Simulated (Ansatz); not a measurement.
## Electronic structure of BCl6HSi in real space

```yaml
atoms:
  - { symbol: B, position_ang: [-1.3837, -0.1748, 0.0961] }
  - { symbol: Cl, position_ang: [-0.3704, -1.3721, 1.1618] }
  - { symbol: Cl, position_ang: [-2.1081, -0.9577, -1.3226] }
  - { symbol: Cl, position_ang: [-2.3450, 0.9666, 1.0514] }
  - { symbol: Si, position_ang: [1.1319, 0.0840, -0.0568] }
  - { symbol: H, position_ang: [-0.4032, 0.5620, -0.3901] }
  - { symbol: Cl, position_ang: [1.5084, 1.3898, 1.4291] }
  - { symbol: Cl, position_ang: [2.4840, -1.4373, -0.0841] }
  - { symbol: Cl, position_ang: [1.4860, 0.9394, -1.8846] }
```

A transition-state structure; geometry: PBE0-D4/def2-TZVP.

All numbers below come from RKS PBE0-D4/def2-TZVPP (Ansatz).

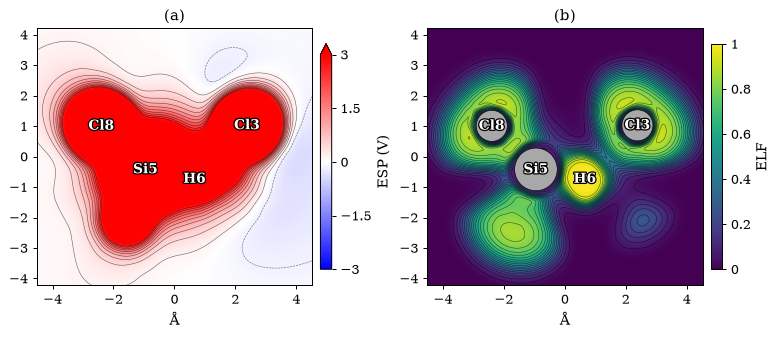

Figure 1. (a) molecular electrostatic potential; (b) electron localisation function on the plane of atoms H6, Si5 and Cl8. Grey discs cover the atomic cores in the ELF map.

Interpret the plot.

- The section cuts through Cl, Si and H sites.
- Si–Cl (2.04 Å): the ELF peaks at about 0.85 between the atoms; a shared but strongly polarised pair.
- Si–H (1.64 Å): the ELF climbs to about 1 towards the hydrogen, as it does in any bond to H.
- The ELF also peaks beside Cl7, Cl8 and Cl3, away from the bonds: lone-pair regions.
- Outside the dense part of the molecule the potential is most negative (−0.4 V) near Cl3.

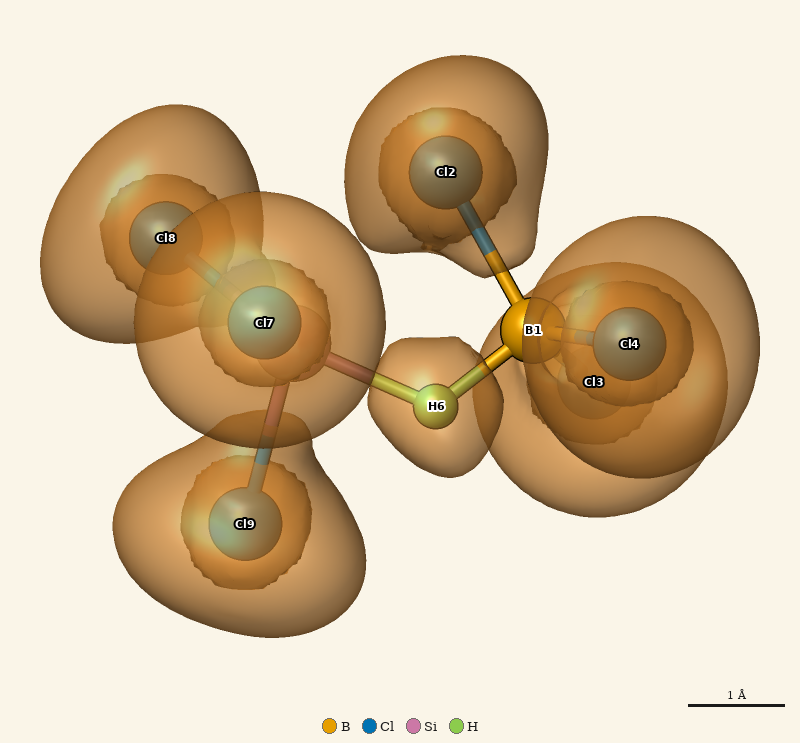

Figure 2. Isosurface of the electron localisation function at 0.75 (orange), seen from one side. Only the valence region is drawn (cores and ρ < 0.01 e/Å³ removed).

Describe the localisation domains.

The surface consists of one region around a hydrogen nucleus and six regions on Cl in which the atom's valence shell and bonds are merged. Along the contacts the grid gives the following. B–Cl (1.77 Å): the ELF peaks at about 0.90 between the atoms: a shared but strongly polarised pair. Si–Cl (2.01 Å): the ELF peaks at about 0.85 between the atoms; a shared but strongly polarised pair.

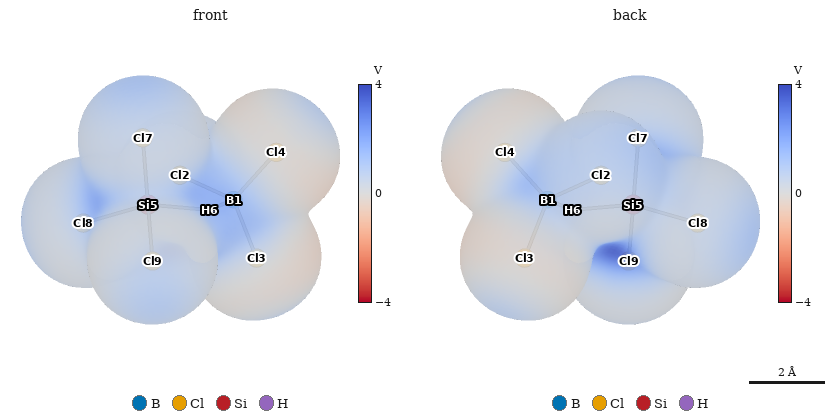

Figure 3. The electrostatic potential painted on the density surface at 0.004 e/bohr³, seen from the front and from behind; the colour scale runs from red (negative) to blue (positive).

Where is the surface potential most negative and most positive?

The most negative region (about −0.3 V) lies over Cl3 and Cl4, the most positive (about +3.2 V) over Si5. Cl2 shows a σ-hole: about +1.2 V at the tip opposite its bond, against about +0.5 V on its flanks. Cl3 shows a σ-hole: about +0.7 V at the tip opposite its bond, against about −0.1 V on its flanks. Cl4 shows a σ-hole: about +0.7 V at the tip opposite its bond, against about −0.2 V on its flanks. Cl7 shows a σ-hole: about +1.2 V at the tip opposite its bond, against about +0.3 V on its flanks. Cl8 shows a σ-hole: about +1.1 V at the tip opposite its bond, against about +0.3 V on its flanks. Cl9 shows a σ-hole: about +0.9 V at the tip opposite its bond, against about +0.2 V on its flanks.
